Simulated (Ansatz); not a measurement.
# C3H2F4: one molecule under many settings

Aim: run C3H2F4 under a spread of inputs, and see what each costs and gives.

Method: the settings change from run to run; program: Ansatz 0.2.0, Gaussian basis.

**1. The relaxed structure**

The geometry comes from an earlier relaxation with PBE0-D4 in a triple-zeta def2 set; it is a stationary point, not always the lowest conformer.

SMILES `FC(F)=CC(F)F`, 9 atoms, charge 0, spin multiplicity 1.

Atoms are counted from 1 here; the program's logs count them from 0.

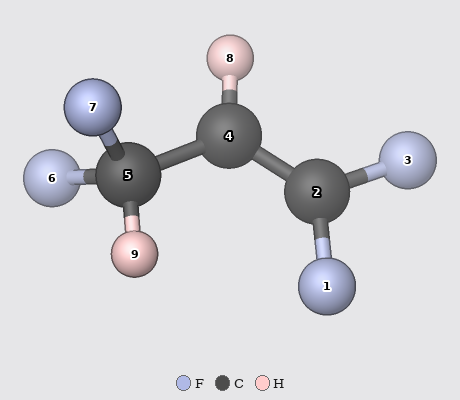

The geometry (fluorine light blue, carbon dark grey, hydrogen pink); atoms are numbered from 1 in the order of the file.

As a file:

```xyz
9
C3H2F4
F     1.03736   -1.51497    0.94850
C     0.15349   -1.35372   -0.00544
F    -0.17841   -2.51258   -0.51022
C    -0.33572   -0.19637   -0.40526
C     0.07467    1.09006    0.20079
F    -1.00954    1.73424    0.71058
F     0.59729    1.90993   -0.75058
H    -1.06336   -0.18449   -1.20473
H     0.81261    0.98151    0.99927
```

**2. wB97M-V/aug-cc-pVDZ**

Options: atoms shaken by 0.15 Å, relativity set to scalar, high accuracy.

The input, in.yaml:

```yaml
crystal:
  periodic: [false, false, false]
  atoms:
    - {symbol: F, position_ang: [0.973923, -1.728916, 0.855130]}
    - {symbol: C, position_ang: [-0.030637, -1.414256, 0.046968]}
    - {symbol: F, position_ang: [-0.033755, -2.780392, -0.447283]}
    - {symbol: C, position_ang: [-0.248577, -0.036203, -0.389913]}
    - {symbol: C, position_ang: [-0.128840, 0.983432, 0.119956]}
    - {symbol: F, position_ang: [-1.020643, 1.719465, 0.973751]}
    - {symbol: F, position_ang: [0.512460, 2.035618, -0.672083]}
    - {symbol: H, position_ang: [-0.998376, 0.062564, -1.247756]}
    - {symbol: H, position_ang: [0.646985, 0.991342, 0.927981]}
basis:
  gaussian: {orbitals: aug-cc-pVDZ}
hamiltonian: {xc: {name: wB97M-V}, pseudopotentials: {relativity: scalar}}
accuracy: high
output: {forces: true}
```

The run is started by

```bash
ansatz run in.yaml --threads 4 --pin off --events-out ev --progress --plain --max-ram 10444MiB
```

Standard output, cut to the lines that bear on the results:

```text
Functional definition: wB97M-V
  name "wB97M-V"
  cite "Mardirossian & Head-Gordon, J. Chem. Phys. 144, 214110 (2016) doi:10.1063/1.4952647"
  cite "Becke, J. Chem. Phys. 107, 8554 (1997) doi:10.1063/1.475007"
  cite "Vydrov & Van Voorhis, J. Chem. Phys. 133, 244103 (2010) doi:10.1063/1.3521275"
  # Of w^i u^j: cxij and so on, Table III.
[...]
  gx(w, u) = 1 - cx + cx01*u + cx10*w
  gss(w, u) = css00 + css04*u^4 + css10*w + css20*w^2 + css43*w^4*u^3
  gos(w, u) = cos00 + cos10*w + (cos20 + cos21*u)*w^2 + (cos60 + cos61*u)*w^6
[...]
      + integral(e_c_pw_mod_opposite_spin*gos(b97_w_opposite, b97_u_opposite)) + vv10(b, c)
3642 factors; integrals over basis functions are off by at most 3.4e-9 eV
602 factors; integrals over basis functions are off by at most 2.3e-9 eV
[...]
mean field -14011.85662573 eV, -514.9262334182 hartree, gradient 4.7e-8 eV, S^2 0.000000; 0 other end points of the search recorded, 0 dependent functions left out
[...]
reference -14011.85663500 eV, -514.9262337588 hartree; 28, 28 occupied and 151, 151 virtual orbitals, 3642 factors
Total energy: -14011.85663500 eV, -514.9262337588 hartree
Relativity: scalar
Atom 0 at     0.973923    -1.728916     0.855130 Å, force    -0.072554     2.607952     2.028988 eV/Å
Atom 1 at    -0.030637    -1.414256     0.046968 Å, force     3.847278    -0.274343    -1.398767 eV/Å
Atom 2 at    -0.033755    -2.780392    -0.447283 Å, force    -3.039452     3.490150    -1.361897 eV/Å
Atom 3 at    -0.248577    -0.036203    -0.389913 Å, force    -7.420104   -26.821442   -13.411733 eV/Å
Atom 4 at    -0.128840     0.983432     0.119956 Å, force     8.905848    24.584697    16.074103 eV/Å
Atom 5 at    -1.020643     1.719465     0.973751 Å, force    -1.520446    -0.677523    -1.705560 eV/Å
Atom 6 at     0.512460     2.035618    -0.672083 Å, force    -1.577848    -1.120750    -0.312197 eV/Å
Atom 7 at    -0.998376     0.062564    -1.247756 Å, force     0.683051    -1.021726     0.375206 eV/Å
Atom 8 at     0.646985     0.991342     0.927981 Å, force     0.194228    -0.767014    -0.288141 eV/Å
Dipole moment:    -0.068928    -0.471241    -0.067991 e Å
```

It took 58 s on 4 threads of Arm Neoverse V1, shared host; peak memory 1.5 GiB.

Largest force 30.892 eV/Å, dipole 2.31 D.

**3. PBE/def2-TZVPD**

This run has unrestricted orbitals, atoms shaken by 0.03 Å, high accuracy.

The input, in.yaml:

```yaml
crystal:
  periodic: [false, false, false]
  atoms:
    - {symbol: F, position_ang: [1.033816, -1.525433, 0.966875]}
    - {symbol: C, position_ang: [0.115316, -1.329642, 0.033645]}
    - {symbol: F, position_ang: [-0.208118, -2.510118, -0.489975]}
    - {symbol: C, position_ang: [-0.347242, -0.188063, -0.395779]}
    - {symbol: C, position_ang: [0.098925, 1.118876, 0.178046]}
    - {symbol: F, position_ang: [-1.036663, 1.728202, 0.703405]}
    - {symbol: F, position_ang: [0.602767, 1.946089, -0.752523]}
    - {symbol: H, position_ang: [-1.085835, -0.196250, -1.136331]}
    - {symbol: H, position_ang: [0.775907, 0.994690, 0.968379]}
basis:
  gaussian: {orbitals: def2-TZVPD}
magnetization: {spin_polarized: true, initial_magnetization: 0}
hamiltonian: {xc: {name: PBE}}
accuracy: high
```

Launched as before.

Standard output:

```text
Functional definition: PBE
  name "PBE"
  cite "Perdew, Burke & Ernzerhof, Phys. Rev. Lett. 77, 3865 (1996) doi:10.1103/PhysRevLett.77.3865"
  parent pbe
  parameter kappa = 0.804
  parameter beta = 0.06672455060314922
  exchange = pbe_x(kappa = kappa, mu = beta*pi^2/3)
  correlation = pbe_c(beta = beta)
4667 factors; integrals over basis functions are off by at most 5.1e-9 eV
mean field evaluation 1: about -13994.3531 eV, gradient 4.4e1 eV
mean field evaluation 2: about -13982.6317 eV, gradient 6.2e1 eV
mean field evaluation 4: about -14002.1442 eV, gradient 3.7e0 eV
mean field evaluation 8: about -14002.1858 eV, gradient 1.5e-1 eV
mean field evaluation 16: about -14002.1859 eV, gradient 4.2e-5 eV
mean field -14002.18590018 eV, -514.5708408090 hartree, gradient 4.0e-8 eV, S^2 0.000000; 0 other end points of the search recorded, 0 dependent functions left out
reference -14002.18590572 eV, -514.5708410126 hartree; 28, 28 occupied and 261, 261 virtual orbitals, 4667 factors
Total energy: -14002.18590572 eV, -514.5708410126 hartree
```

Run time: 21 s. Hardware: 4 threads of Arm Neoverse V1, shared host; peak memory 2.4 GiB.

⟨S²⟩ 0.000.

**4. BHLYP/def2-TZVP**

Set apart from the defaults: atoms shaken by 0.03 Å, the search for lower states set to light.

The input, in.yaml:

```yaml
crystal:
  periodic: [false, false, false]
  atoms:
    - {symbol: F, position_ang: [1.127627, -1.507112, 0.888583]}
    - {symbol: C, position_ang: [0.195911, -1.307070, -0.051596]}
    - {symbol: F, position_ang: [-0.158255, -2.519468, -0.508923]}
    - {symbol: C, position_ang: [-0.338237, -0.204648, -0.446650]}
    - {symbol: C, position_ang: [0.102101, 1.091596, 0.213544]}
    - {symbol: F, position_ang: [-1.022297, 1.676080, 0.646708]}
    - {symbol: F, position_ang: [0.561657, 1.937914, -0.790425]}
    - {symbol: H, position_ang: [-1.067118, -0.137086, -1.191605]}
    - {symbol: H, position_ang: [0.756096, 0.946951, 0.992296]}
basis:
  gaussian: {orbitals: def2-TZVP}
hamiltonian: {xc: {name: BHLYP}}
scf: {lower_state_search: light}
output: {forces: true}
```

Launched as before.

Standard output, cut to the lines that bear on the results:

```text
Functional definition: BHLYP
  name "BHLYP"
  cite "Becke, J. Chem. Phys. 98, 1372 (1993) doi:10.1063/1.464304"
  cite "Becke, Phys. Rev. A 38, 3098 (1988) doi:10.1103/PhysRevA.38.3098"
  cite "Lee, Yang & Parr, Phys. Rev. B 37, 785 (1988) doi:10.1103/PhysRevB.37.785"
[...]
1451 factors; their error is unknown
[...]
mean field -14010.00055288 eV, -514.8580239989 hartree, gradient 2.2e-5 eV, S^2 0.000000; 0 other end points of the search recorded, 0 dependent functions left out
[...]
reference -14010.00068678 eV, -514.8580289197 hartree; 28, 28 occupied and 201, 201 virtual orbitals, 1451 factors
Total energy: -14010.00068678 eV, -514.8580289197 hartree
Atom 0 at     1.127627    -1.507112     0.888583 Å, force    -1.106294     0.797523    -1.125453 eV/Å
Atom 1 at     0.195911    -1.307070    -0.051596 Å, force     0.567112    -3.652422     0.572760 eV/Å
Atom 2 at    -0.158255    -2.519468    -0.508923 Å, force     0.416886     1.523113     0.377935 eV/Å
Atom 3 at    -0.338237    -0.204648    -0.446650 Å, force     1.601540     1.911741     1.449896 eV/Å
Atom 4 at     0.102101     1.091596     0.213544 Å, force    -2.616741    -0.210399    -4.022336 eV/Å
Atom 5 at    -1.022297     1.676080     0.646708 Å, force    -0.086058     0.418781     0.650425 eV/Å
Atom 6 at     0.561657     1.937914    -0.790425 Å, force     0.215548    -0.861095     1.427560 eV/Å
Atom 7 at    -1.067118    -0.137086    -1.191605 Å, force    -0.738938    -0.166038    -0.748311 eV/Å
Atom 8 at     0.756096     0.946951     0.992296 Å, force     1.746946     0.238796     1.417523 eV/Å
Dipole moment:     0.026920    -0.134267     0.067673 e Å
```

Wall time 3.6 s (4 threads of Arm Neoverse V1, shared host); peak memory 0.61 GiB.

Largest force 4.803 eV/Å, dipole 0.73 D.

**5. B3LYP/def2-SVP**

Options: D4 dispersion.

The input, in.yaml:

```yaml
crystal:
  periodic: [false, false, false]
  atoms:
    - {symbol: F, position_ang: [1.037363, -1.514971, 0.948503]}
    - {symbol: C, position_ang: [0.153486, -1.353724, -0.005437]}
    - {symbol: F, position_ang: [-0.178408, -2.512584, -0.510216]}
    - {symbol: C, position_ang: [-0.335720, -0.196373, -0.405258]}
    - {symbol: C, position_ang: [0.074670, 1.090061, 0.200789]}
    - {symbol: F, position_ang: [-1.009538, 1.734244, 0.710576]}
    - {symbol: F, position_ang: [0.597287, 1.909926, -0.750585]}
    - {symbol: H, position_ang: [-1.063355, -0.184492, -1.204735]}
    - {symbol: H, position_ang: [0.812614, 0.981514, 0.999266]}
basis:
  gaussian: {orbitals: def2-SVP}
hamiltonian: {xc: {name: B3LYP}, dispersion: d4}
```

Same command.

Standard output, cut to the lines that bear on the results:

```text
Functional definition: B3LYP
  name "B3LYP"
  cite "Stephens, Devlin, Chabalowski & Frisch, J. Phys. Chem. 98, 11623 (1994) doi:10.1021/j100096a001"
  cite "Becke, Phys. Rev. A 38, 3098 (1988) doi:10.1103/PhysRevA.38.3098"
  cite "Lee, Yang & Parr, Phys. Rev. B 37, 785 (1988) doi:10.1103/PhysRevB.37.785"
  cite "Vosko, Wilk & Nusair, Can. J. Phys. 58, 1200 (1980) doi:10.1139/p80-159"
[...]
1182 factors; their error is unknown
[...]
mean field -13999.26277045 eV, -514.4634177731 hartree, gradient 6.1e-5 eV, S^2 0.000000; 0 other end points of the search recorded, 0 dependent functions left out
reference -13999.26293931 eV, -514.4634239785 hartree; 28, 28 occupied and 80, 80 virtual orbitals, 1182 factors
Total energy: -13999.50988860 eV, -514.4724991973 hartree
```

Run time: 1 s. Hardware: 4 threads of Arm Neoverse V1, shared host.

**6. r2SCAN0/def2-TZVP**

Options: coordinates scaled by 1.05.

The input, in.yaml:

```yaml
crystal:
  periodic: [false, false, false]
  atoms:
    - {symbol: F, position_ang: [1.089232, -1.590719, 0.995928]}
    - {symbol: C, position_ang: [0.161161, -1.421410, -0.005709]}
    - {symbol: F, position_ang: [-0.187329, -2.638213, -0.535727]}
    - {symbol: C, position_ang: [-0.352506, -0.206191, -0.425521]}
    - {symbol: C, position_ang: [0.078404, 1.144564, 0.210829]}
    - {symbol: F, position_ang: [-1.060015, 1.820956, 0.746105]}
    - {symbol: F, position_ang: [0.627151, 2.005422, -0.788115]}
    - {symbol: H, position_ang: [-1.116523, -0.193717, -1.264972]}
    - {symbol: H, position_ang: [0.853245, 1.030589, 1.049229]}
basis:
  gaussian: {orbitals: def2-TZVP}
hamiltonian: {xc: {name: r2SCAN0}}
```

The command is unchanged.

Standard output, cut to the lines that bear on the results:

```text
Functional definition: r2SCAN0
  name "r2SCAN0"
  cite "Bursch, Neugebauer, Ehlert & Grimme, J. Chem. Phys. 156, 134105 (2022) doi:10.1063/5.0086040"
  cite "Furness, Kaplan, Ning, Perdew & Sun, J. Phys. Chem. Lett. 11, 8208 (2020) doi:10.1021/acs.jpclett.0c02405"
  cite "Furness, Kaplan, Ning, Perdew & Sun, J. Phys. Chem. Lett. 11, 9248 (2020) doi:10.1021/acs.jpclett.0c03077"
  parent r2scan
[...]
1252 factors; their error is unknown
[...]
mean field -14007.30195630 eV, -514.7588524036 hartree, gradient 1.5e-5 eV, S^2 0.000000; 0 other end points of the search recorded, 0 dependent functions left out
reference -14007.30196254 eV, -514.7588526329 hartree; 28, 28 occupied and 201, 201 virtual orbitals, 1252 factors
Total energy: -14007.30196254 eV, -514.7588526329 hartree
```

It took 3.7 s on 4 threads of Arm Neoverse V1, shared host.

**7. wB97X/pcseg-2**

The input, in.yaml:

```yaml
crystal:
  periodic: [false, false, false]
  atoms:
    - {symbol: F, position_ang: [1.037363, -1.514971, 0.948503]}
    - {symbol: C, position_ang: [0.153486, -1.353724, -0.005437]}
    - {symbol: F, position_ang: [-0.178408, -2.512584, -0.510216]}
    - {symbol: C, position_ang: [-0.335720, -0.196373, -0.405258]}
    - {symbol: C, position_ang: [0.074670, 1.090061, 0.200789]}
    - {symbol: F, position_ang: [-1.009538, 1.734244, 0.710576]}
    - {symbol: F, position_ang: [0.597287, 1.909926, -0.750585]}
    - {symbol: H, position_ang: [-1.063355, -0.184492, -1.204735]}
    - {symbol: H, position_ang: [0.812614, 0.981514, 0.999266]}
basis:
  gaussian: {orbitals: pcseg-2}
hamiltonian: {xc: {name: wB97X}}
output: {forces: true}
```

The command is unchanged.

Standard output, cut to the lines that bear on the results:

```text
Functional definition: wB97X
  name "wB97X"
  cite "Chai & Head-Gordon, J. Chem. Phys. 128, 084106 (2008) doi:10.1063/1.2834918"
  cite "Becke, J. Chem. Phys. 107, 8554 (1997) doi:10.1063/1.475007"
[...]
  # The coefficients of nought are those of the uniform gas.
[...]
      + exact_x_lr(omega)
[...]
      + integral(e_c_pw_opposite_spin*poly(b97_u_opposite, 1, cos1, cos2, cos3, cos4))
1204 factors; their error is unknown
267 factors; integrals over basis functions are off by at most 6.1e-6 eV
[...]
mean field -14012.82676677 eV, -514.9618854436 hartree, gradient 2.9e-5 eV, S^2 0.000000; 0 other end points of the search recorded, 0 dependent functions left out
[...]
reference -14012.82673966 eV, -514.9618844473 hartree; 28, 28 occupied and 210, 210 virtual orbitals, 1204 factors
Total energy: -14012.82673966 eV, -514.9618844473 hartree
Atom 0 at     1.037363    -1.514971     0.948503 Å, force     0.133376    -0.023163     0.143878 eV/Å
Atom 1 at     0.153486    -1.353724    -0.005437 Å, force    -0.148121     0.319511    -0.126153 eV/Å
Atom 2 at    -0.178408    -2.512584    -0.510216 Å, force    -0.044328    -0.159687    -0.066991 eV/Å
Atom 3 at    -0.335720    -0.196373    -0.405258 Å, force    -0.028682    -0.271872    -0.063521 eV/Å
Atom 4 at     0.074670     1.090061     0.200789 Å, force     0.152608    -0.038479     0.162913 eV/Å
Atom 5 at    -1.009538     1.734244     0.710576 Å, force    -0.114755     0.065022     0.056858 eV/Å
Atom 6 at     0.597287     1.909926    -0.750585 Å, force     0.058317     0.083238    -0.100122 eV/Å
Atom 7 at    -1.063355    -0.184492    -1.204735 Å, force     0.041160     0.004643     0.045204 eV/Å
Atom 8 at     0.812614     0.981514     0.999266 Å, force    -0.049576     0.020787    -0.052065 eV/Å
Dipole moment:     0.053326    -0.269378     0.026192 e Å
```

It took 7.5 s on 4 threads of Arm Neoverse V1, shared host; peak memory 0.74 GiB.

Largest force 0.374 eV/Å, dipole 1.32 D.

**8. B2PLYP/def2-mTZVP**

This run has the search for lower states set to full.

in.yaml: that of step 7 with these lines changed.

```diff
@@ -13,4 +13,4 @@
 basis:
-  gaussian: {orbitals: pcseg-2}
-hamiltonian: {xc: {name: wB97X}}
-output: {forces: true}
+  gaussian: {orbitals: def2-mTZVP}
+hamiltonian: {xc: {name: B2PLYP}}
+scf: {lower_state_search: full}
```

Launched as before.

Standard output, cut to the lines that bear on the results:

```text
Functional definition: B2PLYP
  name "B2PLYP"
  cite "Grimme, J. Chem. Phys. 124, 034108 (2006) doi:10.1063/1.2148954"
  cite "Becke, Phys. Rev. A 38, 3098 (1988) doi:10.1103/PhysRevA.38.3098"
  cite "Lee, Yang & Parr, Phys. Rev. B 37, 785 (1988) doi:10.1103/PhysRevB.37.785"
[...]
1186 factors; integrals over basis functions are off by at most 1.0e-3 eV
[...]
mean field -13994.40248745 eV, -514.2848056671 hartree, gradient 7.8e-6 eV, S^2 0.000000; 0 other end points of the search recorded, 0 dependent functions left out
7 core orbitals not correlated: weight in the atoms' cores, before any rotation towards them, 1.000 or more for the frozen orbitals, at most 0.000 for the correlated occupied ones
reference -13994.40261200 eV, -514.2848102440 hartree; 21, 21 occupied and 111, 111 virtual orbitals, 1186 factors
second order -38.46195106 eV of doubles, -0.00000000 eV of singles
Total energy: -14004.78733878 eV, -514.6664419144 hartree
```

Run time: 2.2 s. Hardware: 4 threads of Arm Neoverse V1, shared host.

**9. HSE06/STO-3G**

Set apart from the defaults: the search for lower states set to off.

in.yaml: that of step 8 with these lines changed.

```diff
@@ -13,4 +13,4 @@
 basis:
-  gaussian: {orbitals: def2-mTZVP}
-hamiltonian: {xc: {name: B2PLYP}}
-scf: {lower_state_search: full}
+  gaussian: {orbitals: STO-3G}
+hamiltonian: {xc: {name: HSE06}}
+scf: {lower_state_search: off}
```

The command is unchanged.

Standard output, cut to the lines that bear on the results:

```text
Functional definition: HSE06
  name "HSE06"
  cite "Heyd, Scuseria & Ernzerhof, J. Chem. Phys. 118, 8207 (2003) doi:10.1063/1.1564060"
  cite "Krukau, Vydrov, Izmaylov & Scuseria, J. Chem. Phys. 125, 224106 (2006) doi:10.1063/1.2404663"
  cite "Heyd & Scuseria, J. Chem. Phys. 120, 7274 (2004) doi:10.1063/1.1668634"
  cite "Ernzerhof & Perdew, J. Chem. Phys. 109, 3313 (1998) doi:10.1063/1.476928"
  cite "Perdew, Burke & Ernzerhof, Phys. Rev. Lett. 77, 3865 (1996) doi:10.1103/PhysRevLett.77.3865"
  parent pbe
[...]
  # The whole range is PBE's own exchange, as in plane waves. The composition of these papers is wPBEh.
[...]
542 factors; integrals over basis functions are off by at most 3.4e-5 eV
77 factors; integrals over basis functions are off by at most 1.9e-7 eV
[...]
mean field -13800.88175924 eV, -507.1730500783 hartree, gradient 2.9e-6 eV, S^2 0.000000; 0 other end points of the search recorded, 0 dependent functions left out
reference -13800.88177346 eV, -507.1730506011 hartree; 28, 28 occupied and 9, 9 virtual orbitals, 542 factors
Total energy: -13800.88177346 eV, -507.1730506011 hartree
Checks for a lower state left out: stability, starts, cluster_reference, orbital_swaps, neighbouring_geometries, increment
```

It took 0.4 s on 4 threads of Arm Neoverse V1, shared host.

**10. B3LYP/cc-pVTZ-DK**

Options: D4 dispersion.

in.yaml: that of step 9 with these lines changed.

```diff
@@ -13,4 +13,4 @@
 basis:
-  gaussian: {orbitals: STO-3G}
-hamiltonian: {xc: {name: HSE06}}
-scf: {lower_state_search: off}
+  gaussian: {orbitals: cc-pVTZ-DK}
+hamiltonian: {xc: {name: B3LYP}, dispersion: d4}
+output: {forces: true}
```

Same command.

Standard output, cut to the lines that bear on the results:

```text
Functional definition: B3LYP
  name "B3LYP"
  cite "Stephens, Devlin, Chabalowski & Frisch, J. Phys. Chem. 98, 11623 (1994) doi:10.1021/j100096a001"
  cite "Becke, Phys. Rev. A 38, 3098 (1988) doi:10.1103/PhysRevA.38.3098"
  cite "Lee, Yang & Parr, Phys. Rev. B 37, 785 (1988) doi:10.1103/PhysRevB.37.785"
  cite "Vosko, Wilk & Nusair, Can. J. Phys. 58, 1200 (1980) doi:10.1139/p80-159"
[...]
1199 factors; their error is unknown
[...]
mean field -14026.31770308 eV, -515.4576682085 hartree, gradient 3.1e-5 eV, S^2 0.000000; 0 other end points of the search recorded, 0 dependent functions left out
[...]
reference -14026.31788933 eV, -515.4576750531 hartree; 28, 28 occupied and 210, 210 virtual orbitals, 1199 factors
Total energy: -14026.56483861 eV, -515.4667502718 hartree
Relativity: scalar
Atom 0 at     1.037363    -1.514971     0.948503 Å, force     0.315038    -0.037193     0.342218 eV/Å
Atom 1 at     0.153486    -1.353724    -0.005437 Å, force    -0.176732     0.339226    -0.155140 eV/Å
Atom 2 at    -0.178408    -2.512584    -0.510216 Å, force    -0.123364    -0.400615    -0.183036 eV/Å
Atom 3 at    -0.335720    -0.196373    -0.405258 Å, force    -0.088149    -0.072654    -0.105186 eV/Å
Atom 4 at     0.074670     1.090061     0.200789 Å, force     0.226459    -0.283879     0.214617 eV/Å
Atom 5 at    -1.009538     1.734244     0.710576 Å, force    -0.322463     0.190627     0.164662 eV/Å
Atom 6 at     0.597287     1.909926    -0.750585 Å, force     0.168210     0.243543    -0.281124 eV/Å
Atom 7 at    -1.063355    -0.184492    -1.204735 Å, force     0.058531     0.014562     0.065539 eV/Å
Atom 8 at     0.812614     0.981514     0.999266 Å, force    -0.057529     0.006384    -0.062551 eV/Å
Dipole moment:     0.046209    -0.260639     0.019418 e Å
```

It took 3.5 s on 4 threads of Arm Neoverse V1, shared host; peak memory 0.61 GiB.

Largest force 0.467 eV/Å, dipole 1.27 D.

**11. All runs side by side**

```tsv
level	charge	multiplicity	geometry	functions	energy (eV)	time
wB97M-V/aug-cc-pVDZ	0	1	shaken	179	-14011.857	58 s
PBE/def2-TZVPD	0	1	shaken	289	-14002.186	21 s
BHLYP/def2-TZVP	0	1	shaken	229	-14010.001	3.6 s
B3LYP/def2-SVP	0	1	relaxed	108	-13999.510	1 s
r2SCAN0/def2-TZVP	0	1	scaled	229	-14007.302	3.7 s
wB97X/pcseg-2	0	1	relaxed	238	-14012.827	7.5 s
B2PLYP/def2-mTZVP	0	1	relaxed	139	-14004.787	2.2 s
HSE06/STO-3G	0	1	relaxed	37	-13800.882	0.4 s
B3LYP/cc-pVTZ-DK	0	1	relaxed	238	-14026.565	3.5 s
```

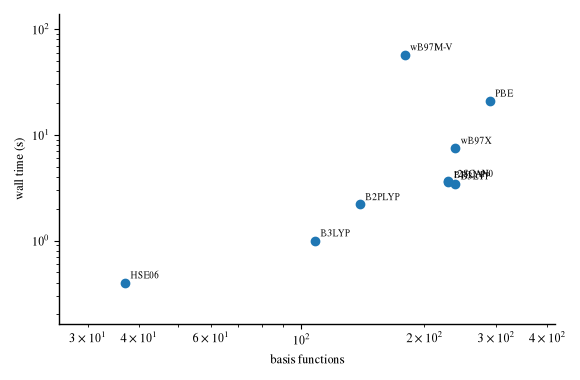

Wall time against the number of basis functions (shared host).

**12. Outcome**

| quantity | value |
| --- | --- |
| runs | 9 |
| quickest | HSE06/STO-3G, 0.4 s |
| slowest | wB97M-V/aug-cc-pVDZ, 58 s |
| spread of total energies, same state and geometry | 225.7 eV |
| dipole, same state and geometry | 1.27 to 1.32 D |

In words: wB97M-V/aug-cc-pVDZ took 144 times as long as HSE06/STO-3G. The jobs differ in tasks and options as well as level. The totals spread over 226 eV; they can't be compared across methods or bases. At the PBE0-D4/def2-TZVP geometry and in the same state, the sound runs without point charges leave forces up to 0.47 eV/Å (B3LYP/cc-pVTZ-DK), against 30.9 eV/Å where the atoms were moved.
